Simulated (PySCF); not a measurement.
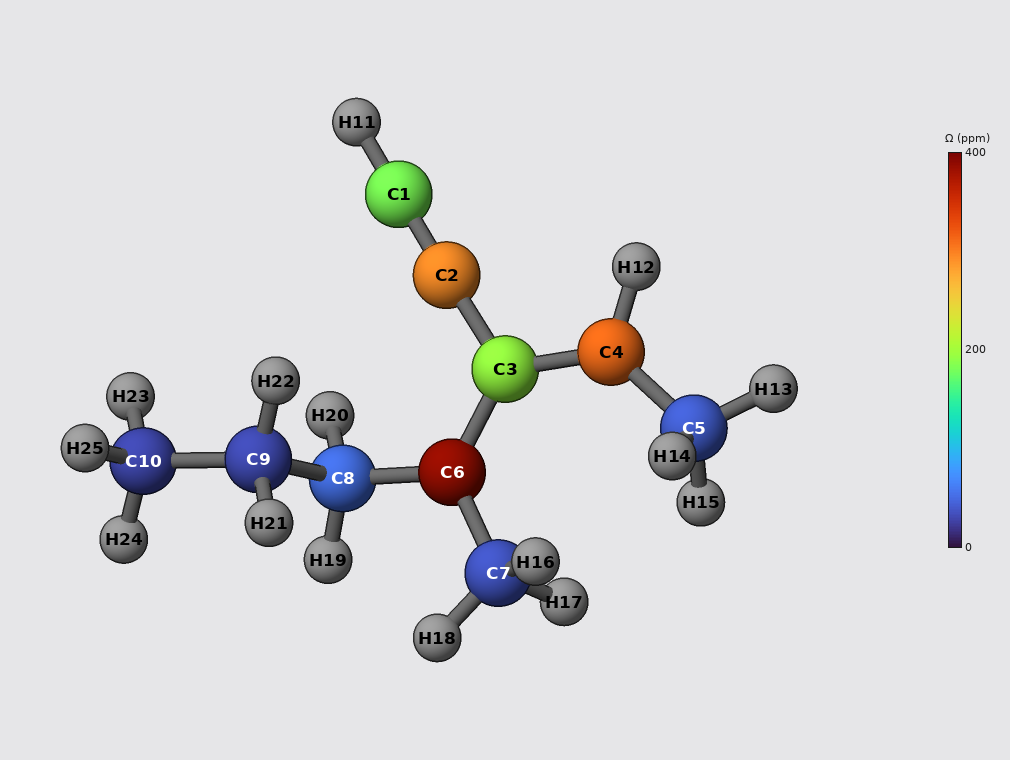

The C atoms are coloured by the span of their shielding tensor. Charge +1, singlet. The computed structure is the end point of a PBE0-D3(BJ)/def2-SVP optimisation. No frequency run is at hand to confirm it as a minimum. Level of theory: GIAO PBE0/pcSseg-1 NMR shielding, non-relativistic, IEF-PCM chloroform (PySCF 2.14.0). Principal shieldings σ11 ≤ σ22 ≤ σ33, span Ω = σ33 − σ11, skew κ = 3(σiso − σ22)/Ω.

Which C atom has the most anisotropic shielding?

Answer. C6, with a span of 383 ppm.

Give the shielding tensors of the C atoms.

| atom | σ11 | σ22 | σ33 | σiso | Ω | κ |
| --- | --- | --- | --- | --- | --- | --- |
| C1 | 22.3 | 36.8 | 204.2 | 87.8 | 181.9 | 0.84 |
| C2 | 5.2 | 13.1 | 296.8 | 105.0 | 291.6 | 0.95 |
| C3 | −53.8 | 53.2 | 141.2 | 46.8 | 195.1 | −0.10 |
| C4 | −161.8 | −103.2 | 147.4 | −39.2 | 309.2 | 0.62 |
| C5 | 126.3 | 156.2 | 172.8 | 151.8 | 46.5 | −0.29 |
| C6 | −230.6 | −166.2 | 152.5 | −81.5 | 383.1 | 0.66 |
| C7 | 119.2 | 151.5 | 159.7 | 143.5 | 40.5 | −0.59 |
| C8 | 88.9 | 134.4 | 144.4 | 122.6 | 55.5 | −0.64 |
| C9 | 135.9 | 143.8 | 170.1 | 149.9 | 34.1 | 0.54 |
| C10 | 154.0 | 156.1 | 185.7 | 165.3 | 31.7 | 0.86 |

Shieldings and span in ppm.
